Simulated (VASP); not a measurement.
Band structure of NiC (relaxed from the wurtzite structure, space group P6_3mc). Computed with r2SCAN meta-GGA, VASP's PBE PAW potentials (set 64) (plane waves; VASP 6.6.1).

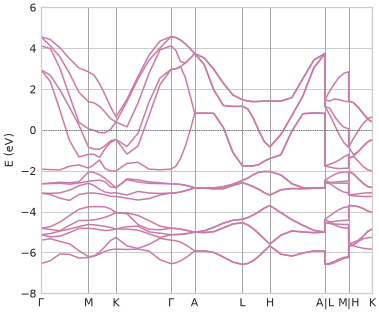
Figure. Bands along high-symmetry lines, zero at the valence-band maximum or, without a gap, the Fermi level

Read the plot: is there a gap, and where are the band edges?

It has no gap at this level: it comes out as a metal or semimetal.

The structure was generated: NiC was put into the wurtzite type (P6_3mc), which need not be its known phase. It was relaxed first, which changed the volume by -18 %. The run is not spin-polarised, so no magnetic state was tried.
